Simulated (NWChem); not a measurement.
# SnH4 (SMILES [SnH4]): levels of theory compared

We compute a comparison of 5 runs (M06-2X/def2-SVPD, B2PLYP/def2-SVPD, CAM-B3LYP/def2-SVPD, wB97X/def2-SVPD, MP3/def2-SVPD) of SnH4. 

The results are computed with NWChem 7.3.0.

## Step 1: Starting point

SnH4 has 5 atoms, charge 0, and is taken as a singlet. SMILES: `[SnH4]`. The shape is that of a PBE0-D4/def2-TZVP optimisation.

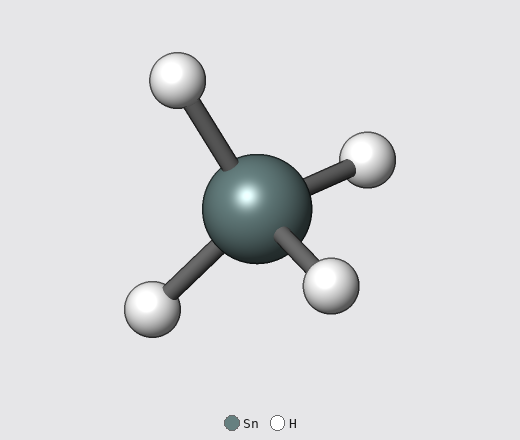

The structure, seen from a chosen angle (tin teal, hydrogen white).

## Step 2: Energy and gradient at M06-2X/def2-SVPD (core potential) (run 1)

File h4sn.nw:

```
start h4sn
title "H4Sn M06-2X"
memory 2200 mb

geometry noautosym nocenter noautoz
 Sn    0.000030    0.000010    0.000040
 H     0.823920   -0.853480    1.222940
 H    -1.563610    0.403420    0.543140
 H    -0.116810   -0.974610   -1.392490
 H     0.856470    1.424640   -0.373640
end

basis spherical bse
 * library def2-SVPD
end

ecp bse
 Sn library def2-SVPD
end

dft
 xc m06-2x
 grid xfine
 convergence energy 1e-08
 iterations 100
 mulliken
 print low
end

task dft gradient
```

Run with:

```bash
$ nwchem h4sn.nw > h4sn.out
```

The program printed:

```text
[...]
 d= 0,ls=0.0,diis     1   -216.5652063132 -2.45D+02  4.48D-03  2.80D-02     3.1
[...]
 d= 0,ls=0.0,diis     7   -216.5713822094 -8.35D-09  5.40D-07  4.36D-11    19.9
         Total DFT energy =     -216.571382209418
      One electron energy =     -434.918438648670
           Coulomb energy =      209.301483870226
    Exchange-Corr. energy =      -19.428399458593
 Nuclear repulsion energy =       28.473972027619
[...]
      Total Density - Mulliken Population Analysis
     ---------------------------------------------
    Atom       Charge   Shell Charges
 -----------   ------   -------------------------------------------------------
    1 Sn  22    21.80   0.42  1.60  0.97  0.34 -0.00  2.76  3.24  1.52  0.79  9.75  0.37  0.03
    2 H    1     1.05   0.70  0.35  0.01 -0.01
    3 H    1     1.05   0.70  0.35  0.01 -0.01
    4 H    1     1.05   0.70  0.35  0.01 -0.01
    5 H    1     1.05   0.70  0.35  0.01 -0.01
[...]
                         DFT ENERGY GRADIENTS
    atom               coordinates                        gradient
                 x          y          z           x          y          z
   1 Sn      0.000057   0.000019   0.000076    0.000001   0.000002   0.000003
   2 H       1.556983  -1.612843   2.311022   -0.002074   0.002156  -0.003096
   3 H      -2.954794   0.762353   1.026386    0.003953  -0.001020  -0.001387
   4 H      -0.220739  -1.841746  -2.631425    0.000286   0.002462   0.003528
   5 H       1.618494   2.692179  -0.706077   -0.002166  -0.003600   0.000951
 Task  times  cpu:       27.1s     wall:       27.1s
 Total times  cpu:       27.2s     wall:       27.2s
```

It took 28 s on 1 thread of AMD EPYC 7R43 (Zen 3), shared host; peak memory 0.13 GiB.

## Step 3: The energy at B2PLYP/def2-SVPD (core potential) (run 2)

File calc.nw:

```
start calc
title "H4Sn"
memory 2200 mb
geometry units angstrom noautosym nocenter noautoz
  Sn       0.000030       0.000010       0.000040
  H        0.823920      -0.853480       1.222940
  H       -1.563610       0.403420       0.543140
  H       -0.116810      -0.974610      -1.392490
  H        0.856470       1.424640      -0.373640
end
basis spherical bse
  * library def2-SVPD
end
ecp bse
  Sn library def2-SVPD
end
dft
  xc hfexch 0.53 becke88 0.47 lyp 0.73 mp2 0.27
  dftmp2 semidirect
  grid xfine
  convergence energy 1e-08
  iterations 100
  mulliken
  noprint "final vectors analysis"
end
mp2
  freeze core 4
end
task dft energy
```

Run with:

```bash
$ nwchem calc.nw > calc.out
```

The program printed:

```text
[...]
          Wavefunction type:  closed shell.
          No. of atoms     :     5
          No. of electrons :    26
[...]
          Charge           :     0
          Spin multiplicity:     1
[...]
          AO basis - number of functions:    64
[...]
              XC Information
              --------------
                     Hartree-Fock (Exact) Exchange  0.530
                    Becke 1988 Exchange Functional  0.470
              Lee-Yang-Parr Correlation Functional  0.730
[...]
 d= 0,ls=0.0,diis     1   -216.3138254524 -2.45D+02  5.60D-03  3.88D-02     1.8
[...]
 d= 0,ls=0.0,diis     6   -216.3234469596 -9.86D-09  5.62D-07  3.78D-10     8.7
         Total DFT energy =     -216.323446959632
      One electron energy =     -435.069356482190
           Coulomb energy =      209.441496033776
    Exchange-Corr. energy =      -19.169558538836
 Nuclear repulsion energy =       28.473972027619
[...]
      Total Density - Mulliken Population Analysis
     ---------------------------------------------
    Atom       Charge   Shell Charges
 -----------   ------   -------------------------------------------------------
    1 Sn  22    21.88   0.42  1.60  1.02  0.30  0.01  2.77  3.24  1.60  0.77  9.72  0.40  0.02
    2 H    1     1.03   0.69  0.33  0.01 -0.01
    3 H    1     1.03   0.69  0.33  0.01 -0.01
    4 H    1     1.03   0.69  0.33  0.01 -0.01
    5 H    1     1.03   0.69  0.33  0.01 -0.01
[...]
  Basis functions       =     64
[...]
```

It took 11 s on 1 thread of AMD EPYC 7R43 (Zen 3), shared host; peak memory 0.15 GiB.

Runs 3 to 4 aren't shown in full; the table further down has their settings and results.

## Step 4: The energy at MP3/def2-SVPD (core potential) (run 5)

File h4sn.nw:

```
start h4sn
title "H4Sn"
memory total 2200 mb
charge 0

geometry units au noautosym nocenter noautoz
   Sn  0.00005669  0.00001890  0.00007559
   H   1.55698315 -1.61284345  2.31102167
   H  -2.95479467  0.76235331  1.02638585
   H  -0.22073891 -1.84174598 -2.63142473
   H   1.61849373  2.69217943 -0.70607727
end

basis spherical bse
   * library def2-SVPD
end

ecp bse
   Sn library def2-SVPD
end

scf
   thresh 1e-08
   maxiter 80
end

tce
   scf
   mbpt3
   freeze core 4
   maxiter 60
end

task tce energy
```

Run with:

```bash
$ nwchem h4sn.nw > h4sn.out
```

The program printed:

```text
[...]
  functions       =    64
[...]
  wavefunction    = RHF
[...]
         Total SCF energy =   -215.633361780634
      One-electron energy =   -434.931920601349
      Two-electron energy =    190.824588858283
 Nuclear repulsion energy =     28.473969962432
        Time for solution =      3.9s
[...]
         Wavefunction type : Restricted Hartree-Fock
          No. of electrons :    26
[...]
         Spin multiplicity : singlet
[...]
```

It took 10 s on 1 thread of AMD EPYC 7R43 (Zen 3), shared host; peak memory 0.51 GiB.

## Step 5: Overview of the runs

| run | level | task | frozen core orbitals | energy (Eh) | largest force (eV/Å) | wall time |
| --- | --- | --- | --- | --- | --- | --- |
| 1 | M06-2X/def2-SVPD (core potential) | gradient | – | -216.571382 | 0.222 | 28 s |
| 2 | B2PLYP/def2-SVPD (core potential) | energy | 4 | -216.370689 | – | 11 s |
| 3 | CAM-B3LYP/def2-SVPD (core potential) | gradient | – | -216.635703 | 0.017 | 28 s |
| 4 | wB97X/def2-SVPD (core potential) | gradient | – | -216.698481 | 0.045 | 34 s |
| 5 | MP3/def2-SVPD (core potential) | energy | 4 | -215.796638 | – | 10 s |

## Step 6: Results

```
                                          quantity          value
                               run 5: total energy  -215.79664 Eh
        run 5: HOMO energy (Hartree–Fock orbitals)      -12.16 eV
        run 5: LUMO energy (Hartree–Fock orbitals)        1.72 eV
      run 5: HOMO–LUMO gap (Hartree–Fock orbitals)       13.88 eV
run 5: correlation energy (4 core orbitals frozen)     -163.3 mEh
```

In words: Totals of different functionals can't be ranked against each other. All runs together took 1.8 min, the longest 34 s.
